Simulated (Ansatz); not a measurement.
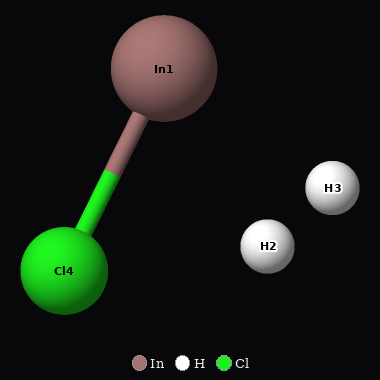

The system is the reacting system ClH₂In (fragments ClH₂In where the first distance is long, ClIn + H₂ where the second is long); the picture shows the reference structure. 
- Coordinates scanned: (1) distance H2–H3 (bond that forms); (2) distance In1–H2 (bond that breaks).
- Relaxed at each point: all other coordinates.
- Grid: 12 × 12 points.
- Points are written as (first, second).
- Energies are in kcal/mol, from a guessed transition structure relaxed with its forming and breaking bonds held.
- Energies and slopes of some neighbouring points disagree (a jump in structure or state, or too coarse a mesh). The reference is spin-restricted, so regions where a bond is pulled apart into radicals lie too high.
- These are results of RKS PBE-D4/def2-TZVP (Ansatz 0.2.0), not measurements.

Its coordinates:

```xyz
4

In    0.6190    1.3147   -0.2152
H     0.0671   -0.8864    0.0642
H     1.0214   -0.9334   -0.0904
Cl   -1.7076    0.5052    0.2414
```

Range: distance H2–H3 (bond that forms) from 0.666 to 1.866 Å; distance In1–H2 (bond that breaks) from 1.557 to 2.757 Å.

### What landscape does the calculation give?

The lowest grid point is at (0.726 Å, 2.757 Å), −14.8 kcal/mol from a guessed transition structure relaxed with its forming and breaking bonds held. It lies in a valley that leaves the map towards separated partners. The highest grid point, (1.866 Å, 1.557 Å), lies 80.8 kcal/mol above the lowest.

| second ↓, first → | 0.666 | 0.726 | 0.808 | 0.903 | 1.005 | 1.114 | 1.229 | 1.348 | 1.472 | 1.600 | 1.731 | 1.866 |
| --- | --- | --- | --- | --- | --- | --- | --- | --- | --- | --- | --- | --- |
| 2.757 | −11.4 | −14.8 | −14.2 | −9.8 | −1.4 | 9.0 | 20.0 | 20.0 | 20.2 | 20.6 | 21.2 | 22.0 |
| 2.622 | −10.9 | −14.3 | −13.8 | −9.4 | −1.1 | 9.0 | 19.4 | 18.7 | 19.2 | 20.0 | 20.9 | 22.0 |
| 2.491 | −10.2 | −13.7 | −13.2 | −8.8 | −0.7 | 9.1 | 16.4 | 17.6 | 18.6 | 19.8 | 21.2 | 22.7 |
| 2.363 | −9.1 | −12.7 | −12.4 | −7.8 | 0.1 | 9.4 | 15.2 | 17.2 | 18.8 | 20.5 | 22.2 | 24.0 |
| 2.239 | −7.6 | −11.3 | −11.2 | −6.3 | 1.3 | 10.1 | 15.3 | 17.9 | 20.0 | 22.1 | 24.1 | 26.2 |
| 2.120 | −5.4 | −9.2 | −9.3 | −5.1 | 3.4 | 11.6 | 16.5 | 19.5 | 22.1 | 24.5 | 26.8 | 29.1 |
| 2.005 | −2.3 | −6.2 | −6.6 | −2.7 | 6.3 | 14.0 | 19.0 | 22.5 | 25.4 | 28.0 | 30.5 | 32.9 |
| 1.896 | 1.8 | −2.3 | −2.9 | 0.6 | 7.2 | 15.5 | 24.4 | 26.8 | 30.0 | 32.8 | 35.3 | 37.7 |
| 1.794 | 7.2 | 2.9 | 2.0 | 5.1 | 11.2 | 18.9 | 27.2 | 32.7 | 36.0 | 38.9 | 41.4 | 43.6 |
| 1.699 | 14.2 | 9.6 | 8.4 | 11.1 | 16.7 | 23.9 | 31.6 | 39.1 | 43.5 | 46.4 | 48.8 | 50.8 |
| 1.617 | 22.4 | 17.6 | 16.0 | 18.3 | 23.4 | 30.0 | 37.2 | 44.1 | 52.0 | 54.8 | 57.0 | 58.7 |
| 1.557 | 30.0 | 25.0 | 23.2 | 25.1 | 29.9 | 36.1 | 42.7 | 49.3 | 55.5 | 62.4 | 64.5 | 66.0 |

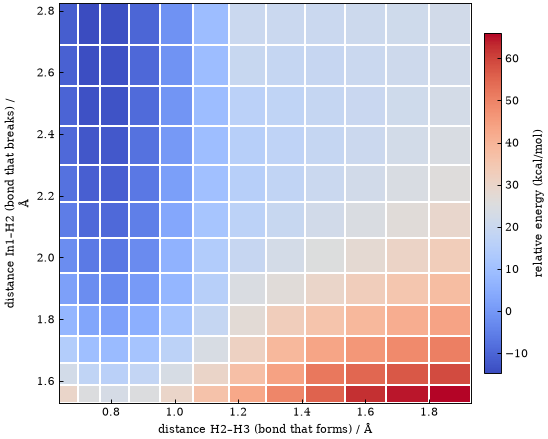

Drawn: one coloured cell a grid point.

Time for the 144 points that were run: 11 min on 1 thread of Arm Neoverse V2, on a shared host.
